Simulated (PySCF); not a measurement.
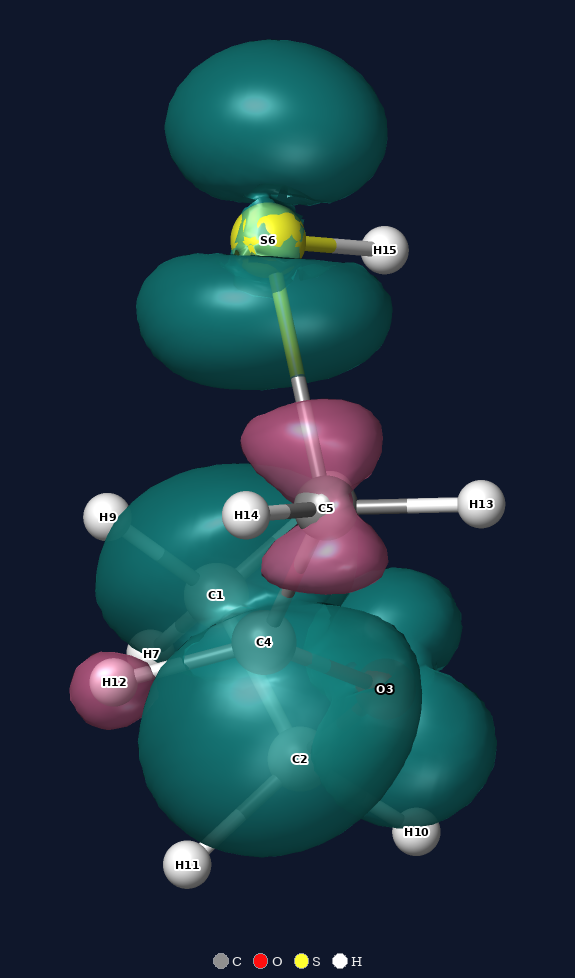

*C$_{4}$H$_{9}$OS (doublet). Isosurfaces of the spin density (α minus β) at +0.02 (teal) and −0.02 e/Å³ (pink), seen at an oblique angle.*

Geometry: GFN2-xTB.

The calculation used UKS B3LYP, pcH-1 on C H O S, non-relativistic, mean-field spin-orbit, GIAO in PySCF.

| atom | x (Å) | y (Å) | z (Å) |
| --- | --- | --- | --- |
| C | 1.8626 | 0.5715 | -0.2120 |
| C | 1.3787 | -0.6496 | 0.5653 |
| O | 0.0072 | -0.5500 | 0.8914 |
| C | -0.8759 | -0.8247 | -0.0964 |
| C | -2.1872 | -0.2793 | -0.0221 |
| S | -2.2402 | 1.5219 | -0.8430 |
| H | 2.9147 | 0.4604 | -0.4572 |
| H | 1.7315 | 1.4702 | 0.3856 |
| H | 1.2936 | 0.6820 | -1.1328 |
| H | 1.9014 | -0.7252 | 1.5220 |
| H | 1.5584 | -1.5643 | -0.0151 |
| H | -0.4964 | -1.2547 | -1.0126 |
| H | -2.5346 | -0.0877 | 0.9867 |
| H | -2.9190 | -0.7985 | -0.6289 |
| H | -1.3993 | 2.0361 | 0.0472 |

Where is the unpaired spin?

The unpaired spin (1 electron) lies mostly on C4 (about 0.5), S6 (about 0.2) and O3 (about 0.2), in electrons by Hirshfeld's partition.
